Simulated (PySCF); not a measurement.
HfH3O3: frequency calculation

The run: frequency calculation of HfH3O3, multiplicity 2. Method and program: UKS-based PBE0, Hf def2-TZVP with ECP60, O def2-TZVP, H def2-TZVP; non-relativistic Hamiltonian with a scalar-relativistic core potential; density fitting (PySCF 2.14.0).

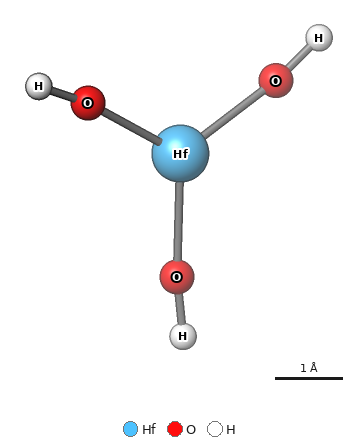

Figure 1. The structure (ball-and-stick view, seen at a tilt). Sticks mark near contacts.

Results in brief

```csv
quantity,value
outcome,converged
total energy,−275.509767 hartree
⟨S²⟩,0.753
zero-point energy,0.036617 hartree
dipole moment,0.00 D
"wavenumbers, lowest and highest",63 and 4032 cm⁻¹
hardware,"4 threads of Arm Neoverse V1, 24 GiB of memory available, shared host"
wall time,2.4 min (CPU time 7.8 min)
peak memory,2.2 GiB
```

The input
```python
from pyscf import gto, scf, dft
mol = gto.M(atom='''
Hf     0.000000    -0.000000    -0.000000
O     -0.086020    -0.053481     1.921490
O      1.681448    -0.270027    -0.895657
O     -1.595428     0.323508    -1.025833
H     -0.262003    -0.055377     2.855793
H      2.565375    -0.417480    -1.213189
H     -2.303372     0.472857    -1.642604''',
    basis={'Hf': 'def2-TZVP', 'O': 'def2-TZVP', 'H': 'def2-TZVP'},
    ecp={'Hf': 'def2-TZVP'},
    charge=0, spin=1)
mf = dft.UKS(mol, xc='PBE0')
mf.grids.atom_grid = (75, 302)
aux = {'Hf': 'def2-universal-JKFIT', 'O': 'def2-universal-JKFIT', 'H': 'def2-universal-JKFIT'}
mf = mf.density_fit(auxbasis=aux)
mf.conv_tol = 1e-09
mf.diis_space = 10
mf.max_cycle = 60
mf.verbose = 4
mf.kernel()
```

The script is an equivalent of the set-up of the self-consistent field. The run itself was carried out by a driver, which started from the orbitals of the step before it where there was one and computed the further properties.

Command:
```bash
OMP_NUM_THREADS=4 python axn.py task.json out
```

Output
```
init E= -275.509767431791
  alpha nocc = 20  HOMO = -0.166719372442369  LUMO = 0.0347605531300159
  beta  nocc = 19  HOMO = -0.323461973779345  LUMO = -0.0471090453730625
  HOMO = -0.166719372442  LUMO = -0.0471090453731  gap/eV = 3.25476
cycle= 1 E= -275.509767431657  delta_E= 1.34e-10  |g|= 2.3e-05  |ddm|= 1.75e-05
  alpha nocc = 20  HOMO = -0.166721788515421  LUMO = 0.0347586759606848
  beta  nocc = 19  HOMO = -0.323455242614454  LUMO = -0.0471107152399455
  HOMO = -0.166721788515  LUMO = -0.0471107152399  gap/eV = 3.25478
cycle= 2 E= -275.509767431211  delta_E= 4.45e-10  |g|= 4.2e-05  |ddm|= 3.16e-05
  alpha nocc = 20  HOMO = -0.16672022042118  LUMO = 0.0347599008580725
  beta  nocc = 19  HOMO = -0.323459588164911  LUMO = -0.047109630480989
  HOMO = -0.166720220421  LUMO = -0.047109630481  gap/eV = 3.25477
cycle= 3 E= -275.509767431847  delta_E= -6.36e-10  |g|= 2.74e-07  |ddm|= 2.04e-05
  alpha nocc = 20  HOMO = -0.166720224315412  LUMO = 0.0347598938606591
  beta  nocc = 19  HOMO = -0.32345959023777  LUMO = -0.0471096337058015
  HOMO = -0.166720224315  LUMO = -0.0471096337058  gap/eV = 3.25477
cycle= 4 E= -275.509767431847  delta_E= -2.27e-13  |g|= 6.77e-08  |ddm|= 3.07e-07
  alpha nocc = 20  HOMO = -0.16672022415419  LUMO = 0.0347598966669797
  beta  nocc = 19  HOMO = -0.323459587910557  LUMO = -0.0471096334723242
  HOMO = -0.166720224154  LUMO = -0.0471096334723  gap/eV = 3.25477
Extra cycle  E= -275.509767431846  delta_E= 1.25e-12  |g|= 1.07e-07  |ddm|= 1.09e-07
converged SCF energy = -275.509767431846  <S^2> = 0.75253414  2S+1 = 2.0025325
```

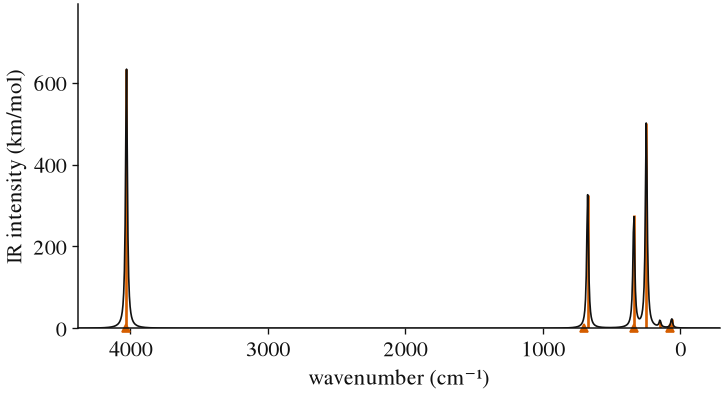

Figure 2. Harmonic infrared spectrum, unscaled: sticks (degenerate modes added up, dark ones marked on the axis) with a Lorentzian envelope of 16 cm⁻¹ full width, scaled to the tallest stick. 15 modes from 63 to 4032 cm⁻¹, none imaginary. The strongest line is at 4029 cm⁻¹ (633 km/mol). All modes, in cm⁻¹ (km/mol): 63 (23), 73 (0.0), 148 (8.3), 148 (8.3), 248 (251), 248 (251), 334 (0.0), 334 (0.0), 338 (277), 675 (163), 675 (163), 700 (0.0), 4029 (317), 4029 (317), 4032 (0.0).

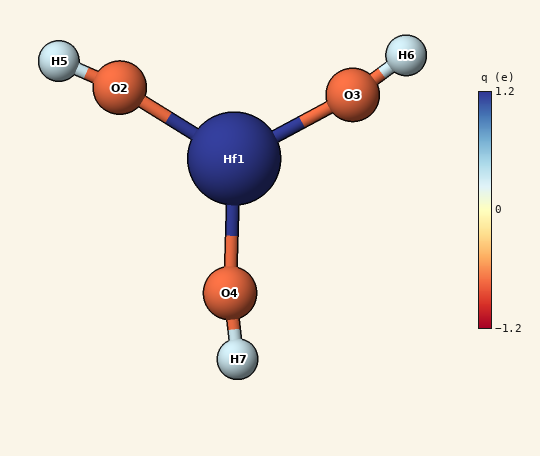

Figure 3. Mulliken charges, as the colour of each atom (ball-and-stick view, seen on its broad side; atoms are numbered from 1 in the order of the input; Mulliken charges depend strongly on the basis). By element: Hf +1.17, O −0.71 and H +0.32 e.
